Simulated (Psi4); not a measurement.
**BSiH5 (BH2(SiH3)) at DLPNO-CCSD(T)/def2-SV(P) (density fitting, density fitting for correlation, pno convergence loose)**

What is the energy difference between two shapes of BSiH5 (BH2(SiH3)) at DLPNO-CCSD(T)/def2-SV(P) (density fitting, density fitting for correlation, pno convergence loose)? The job is set up through a Python script.

Program for the calculation: Psi4 1.11.

4 further runs of the same task are left out: 1 that didn't finish, 3 set aside as unsound or not needed.

**1. Starting point**

BSiH5: 7 atoms, total charge 0, spin state singlet. SMILES: `[H]B([H])[SiH3]`. The coordinates come from a GFN2-xTB relaxation.

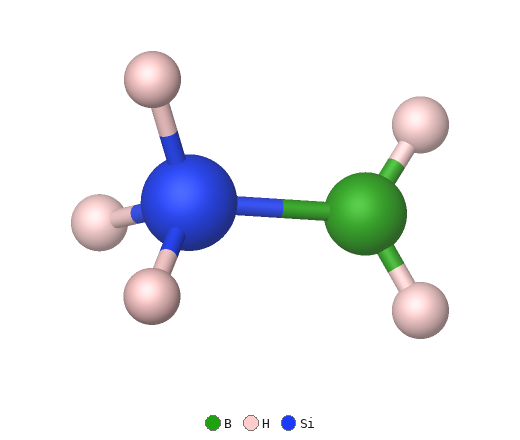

The structure, seen from a chosen angle (boron green, hydrogen pink, silicon blue).

**2. The energy at DLPNO-CCSD(T)/def2-SV(P) (density fitting, density fitting for correlation, pno convergence loose)**

File calc.py:

```python
import psi4

psi4.set_memory('1600 MB')
psi4.set_num_threads(1)
psi4.set_output_file('output.dat', False)

molecule = psi4.geometry("""
0 1
B      0.595540     1.038560     0.005960
H      1.765140     1.076930     0.027400
H      0.039220     2.066980    -0.048000
Si    -0.377680    -0.657970     0.018400
H     -1.713750    -0.605710     0.632990
H      0.300530    -1.764180     0.713070
H     -0.608990    -1.154610    -1.349820
symmetry c1
""")

psi4.set_options(dict(basis='def2-SV(P)', freeze_core=True, pno_convergence='loose', scf_type='df'))

e_tot, wfn = psi4.energy("dlpno-ccsd(t)", molecule=molecule, return_wfn=True)
print(f'dlpno-ccsd(t) energy: {e_tot:.10f} Eh')
```

Run with:

```
$ python calc.py
```

output.dat:

```text
[...]
  Running in c1 symmetry.
[...]
  Nuclear repulsion =   48.520134215931222
[...]
  Multiplicity = 1
[...]
  Nalpha       = 12
  Nbeta        = 12
[...]
    Number of basis functions: 42
[...]
   @DF-RHF iter   1:  -316.31913790411585   -7.09082e-01   3.51831e-03 DIIS/ADIIS
[...]
    Orbital Energies [Eh]
    ---------------------
    Doubly Occupied:
       1A    -68.726011     2A     -7.617320     3A     -6.106448
       4A     -4.216368     5A     -4.216046     6A     -4.215566
       7A     -0.755970     8A     -0.659477     9A     -0.523581
      10A     -0.478669    11A     -0.463462    12A     -0.436715
[...]
  @DF-RHF Final Energy:  -316.35514961162943
   => Energetics <=
    Nuclear Repulsion Energy =             48.5201342159312219
    One-Electron Energy =                -532.9193025366211032
    Two-Electron Energy =                 168.0440187090604809
    Total Energy =                       -316.3551496116294288
[...]
 Multipole Moments:
 ------------------------------------------------------------------------------------
     Multipole            Electronic (a.u.)      Nuclear  (a.u.)        Total (a.u.)
 ------------------------------------------------------------------------------------
 L = 1.  Multiply by 2.5417464519 to convert [e a0] to [Debye]
 Dipole X            :          0.5933617           -0.4196213            0.1737404
 Dipole Y            :          1.0361437           -0.7339289            0.3022148
 Dipole Z            :          0.0853928           -0.0755342            0.0098586
 Magnitude           :                                                    0.3487359
[...]
   * WARNING: This answer will likely vary from one obtained by a energy('dlpno-mp2') call
                due to lack of a semi-canonical MP2 prescreening step in DLPNO-MP2, as well
[...]
  @LCCSD(T) iter   3:  -0.004085186513 -1.660e-08  5.105e-08        0
[...]
```

On the terminal:

```text
dlpno-ccsd(t) energy: -316.5486526431 Eh
```

Wall time 9 s (1 thread of Intel Xeon Platinum 8259CL at 2.50GHz (Skylake/Cascade Lake), shared host); peak memory 0.21 GiB.

**3. The distorted shape at the same level**

File bh5si.xyz:

```xyz
7
BH5Si
B      0.756075     0.964164     0.059928
H      1.771738     1.186997     0.073574
H      0.009766     2.010188    -0.129366
Si    -0.417771    -0.552140    -0.015842
H     -1.791920    -0.606808     0.451511
H      0.306521    -1.847898     0.675027
H     -0.630233    -1.097484    -1.358286
```

File calc.py:

```python
import psi4

psi4.set_memory('1600 MB')
psi4.set_num_threads(1)
psi4.core.set_output_file('output.dat', False)

with open('bh5si.xyz') as f:
    atoms = ''.join(f.readlines()[2:])
molecule = psi4.geometry('0 1\n' + atoms + 'symmetry c1')

psi4.set_options({
    'basis': 'def2-SV(P)',
    'reference': 'rhf',
    'freeze_core': True,
    'pno_convergence': 'loose',
    'scf_type': 'df',
})

energy_value, wavefunction = psi4.energy("dlpno-ccsd(t)", molecule=molecule, return_wfn=True)
print(f'total energy {energy_value:.8f} hartree = {energy_value * 27.211386:.5f} eV')
for k, v in sorted(psi4.core.scalar_variables().items()):
    print(f'{k:45s} {v:18.10f}')
```

Run with:

```
$ python calc.py
```

output.dat:

```text
[...]
  Running in c1 symmetry.
[...]
  Nuclear repulsion =   48.611866332273898
[...]
  Multiplicity = 1
[...]
  Nalpha       = 12
  Nbeta        = 12
[...]
    Number of basis functions: 42
[...]
   @DF-RHF iter   1:  -316.27589396641866   -6.91135e-01   3.56652e-03 ADIIS/DIIS
[...]
    Orbital Energies [Eh]
    ---------------------
    Doubly Occupied:
       1A    -68.738966     2A     -7.627577     3A     -6.117170
       4A     -4.227343     5A     -4.226560     6A     -4.226232
       7A     -0.762961     8A     -0.671267     9A     -0.528650
      10A     -0.481861    11A     -0.462663    12A     -0.411262
[...]
  @DF-RHF Final Energy:  -316.31420208936311
   => Energetics <=
    Nuclear Repulsion Energy =             48.6118663322738982
    One-Electron Energy =                -532.8871121716418884
    Two-Electron Energy =                 167.9610437500048761
    Total Energy =                       -316.3142020893631070
[...]
 Multipole Moments:
 ------------------------------------------------------------------------------------
     Multipole            Electronic (a.u.)      Nuclear  (a.u.)        Total (a.u.)
 ------------------------------------------------------------------------------------
 L = 1.  Multiply by 2.5417464519 to convert [e a0] to [Debye]
 Dipole X            :          0.8852829           -0.7276859            0.1575970
 Dipole Y            :          1.3182812           -0.8215855            0.4966956
 Dipole Z            :          0.3702579           -0.3208089            0.0494490
 Magnitude           :                                                    0.5234392
[...]
   * WARNING: This answer will likely vary from one obtained by a energy('dlpno-mp2') call
                due to lack of a semi-canonical MP2 prescreening step in DLPNO-MP2, as well
[...]
  @LCCSD(T) iter   3:  -0.004308694592 -3.387e-08  5.512e-08        0
[...]
```

On the terminal:

```text
total energy -316.51157098 hartree = -8612.71853 eV
(T) CORRECTION ENERGY                              -0.0043140686
CC T1 DIAGNOSTIC                                    0.0167299034
CCSD CORRELATION ENERGY                            -0.1930548216
CCSD TOTAL ENERGY                                -316.5072569110
CCSD(T) CORRELATION ENERGY                         -0.1973688902
CCSD(T) TOTAL ENERGY                             -316.5115709796
CURRENT CORRELATION ENERGY                         -0.1973688902
CURRENT ENERGY                                   -316.5115709796
CURRENT REFERENCE ENERGY                         -316.3142020894
DD SOLVATION ENERGY                                 0.0000000000
DLPNO DIPOLE ENERGY                                 0.0000000000
DLPNO LMP2 WEAK PAIR ENERGY                        -0.0028341404
DLPNO PNO TRUNCATION ERROR                         -0.0001937279
DLPNO SC-LMP2 PAIR ENERGY                           0.0000000000
DLPNO SCREENED TRIPLETS ENERGY                      0.0000000000
DLPNO SEMICANONICAL (T0) ENERGY                    -0.0042527928
HF KINETIC ENERGY                                 316.3965298594
HF POTENTIAL ENERGY                              -632.7107319488
HF TOTAL ENERGY                                  -316.3142020894
HF VIRIAL RATIO                                     1.9997397956
MP2 CORRELATION ENERGY                             -0.1522547928
MP2 TOTAL ENERGY                                 -316.4664568821
NUCLEAR REPULSION ENERGY                           48.6118663323
ONE-ELECTRON ENERGY                              -532.8871121716
PCM POLARIZATION ENERGY                             0.0000000000
PE ENERGY                                           0.0000000000
SCF ITERATION ENERGY                             -316.3142020894
SCF ITERATIONS                                     11.0000000000
SCF TOTAL ENERGY                                 -316.3142020894
TWO-ELECTRON ENERGY                               167.9610437500
```

It took 8.4 s on 1 thread of Intel Xeon Platinum 8259CL at 2.50GHz (Skylake/Cascade Lake), shared host; peak memory 0.21 GiB.

**4. Results**

At DLPNO-CCSD(T)/def2-SV(P) (density fitting, density fitting for correlation, pno convergence loose), 6 core orbitals frozen:

| quantity | value |
| --- | --- |
| first shape: total energy | -316.54865 Eh |
| first shape: HOMO energy (Hartree–Fock orbitals) | -11.88 eV |
| first shape: LUMO energy (Hartree–Fock orbitals) | 1.07 eV |
| first shape: HOMO–LUMO gap (Hartree–Fock orbitals) | 12.96 eV |
| first shape: correlation energy (6 core orbitals frozen) | -193.5 mEh |
| first shape: (T) correction | -4.09 mEh |
| first shape: T1 diagnostic | 0.015 |
| distorted shape: total energy | -316.51157 Eh |
| distorted shape: HOMO energy (Hartree–Fock orbitals) | -11.19 eV |
| distorted shape: LUMO energy (Hartree–Fock orbitals) | 0.78 eV |
| distorted shape: HOMO–LUMO gap (Hartree–Fock orbitals) | 11.97 eV |
| distorted shape: correlation energy (6 core orbitals frozen) | -197.4 mEh |
| distorted shape: (T) correction | -4.31 mEh |
| distorted shape: T1 diagnostic | 0.017 |
| energy change with the atoms displaced | 1.009 eV |

What this shows: With the atoms displaced the energy rises by 1.01 eV (23 kcal/mol). The first shape isn't relaxed at this level, so the change isn't measured from a minimum. The triples (first shape) make up 2.1 % of the correlation energy. The triples (distorted shape) make up 2.2 % of the correlation energy.
